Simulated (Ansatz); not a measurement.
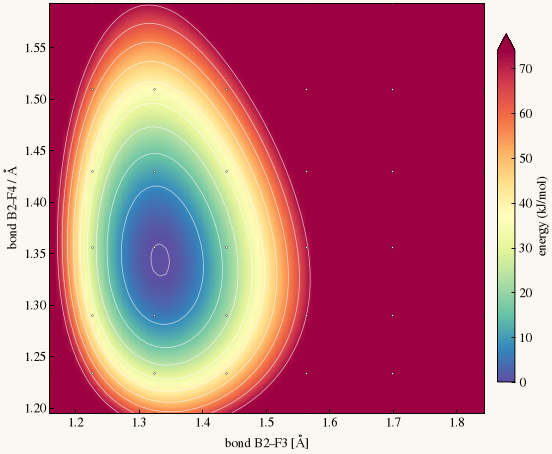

BF2HO, SMILES OB(F)F. Two internal coordinates are moved rigidly from the geometry relaxed at PBE0-D4/def2-TZVP, all others fixed. Coordinates scanned: (1) bond B2–F3; (2) bond B2–F4. Grid: 7 × 7 points. Points are written as (first, second). Energies: kJ/mol, counted from the lowest grid point. Theory: RKS PBE-D4/def2-TZVPP in Ansatz.

The picture shows a smooth colour map with a few white contour lines, dots at the grid points, one colour for all values above the top of the scale. Between grid points the surface is interpolated.

Q: Estimate the position of the minimum and the force constants in these coordinates.

A: The interpolated minimum is at bond B2–F3 ≈ 1.332 Å, bond B2–F4 ≈ 1.343 Å. The curvatures there are about 41 eV/Å² and 39 eV/Å², with a cross term of about 4 eV/Å². Round the minimum the two coordinates are weakly coupled (coupling 0.10 in units of the two stiffnesses). (1 eV is 96.5 kJ/mol.)
